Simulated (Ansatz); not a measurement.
Input

```
crystal:
  periodic: [false, false, false]
  atoms:
    - { symbol: B, position_ang: [-0.038619, 0.725455, 0.025865] }
    - { symbol: O, position_ang: [-0.372651, -1.206057, 1.746483] }
    - { symbol: H, position_ang: [-1.308706, -1.36747, 1.55228] }
    - { symbol: H, position_ang: [0.876217, 0.291824, -0.617649] }
    - { symbol: H, position_ang: [-1.178313, 0.564477, -0.31425] }
    - { symbol: O, position_ang: [0.214542, 1.543998, 1.112073] }
    - { symbol: Al, position_ang: [1.138059, 2.685097, 1.994598] }
    - { symbol: H, position_ang: [1.200029, 2.434693, 3.564787] }
    - { symbol: H, position_ang: [1.738216, 3.935906, 1.236965] }
    - { symbol: H, position_ang: [-0.366874, -0.313724, 2.163648] }
basis:
  gaussian: { orbitals: "6-31G*" }
hamiltonian:
  xc: b3lyp
relax:
  f_tol: 0.03
  max_steps: 50
output:
  orbitals: {}
```

Launched as:

```sh
ansatz run input.yaml --threads 1 --pin off --max-ram 2048MiB --backend cpu --events-out ev --progress --plain --runs-dir out
```

The fields are those of the run's last geometry, not of the input's.

All numbers below come from RKS B3LYP/6-31G* (Ansatz 0.2.0).

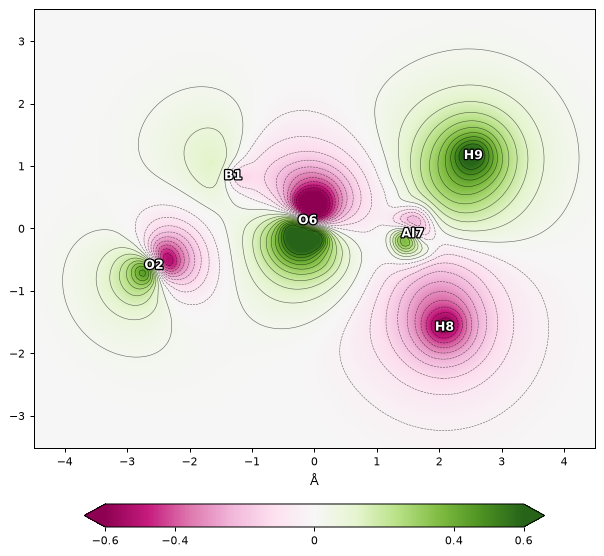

AlBH$_{4}$O···H$_{2}$O. The HOMO−1 on the plane of atoms H8, Al7 and H9 (values in Å⁻³ᐟ²; the overall sign is arbitrary).

Where does this orbital lie, and at what energy?

By Hirshfeld shares it lies mainly on O6 (about 25 %), H9 (about 20 %), Al7 (about 20 %) and H8 (about 20 %). Its energy is −7.74 eV.
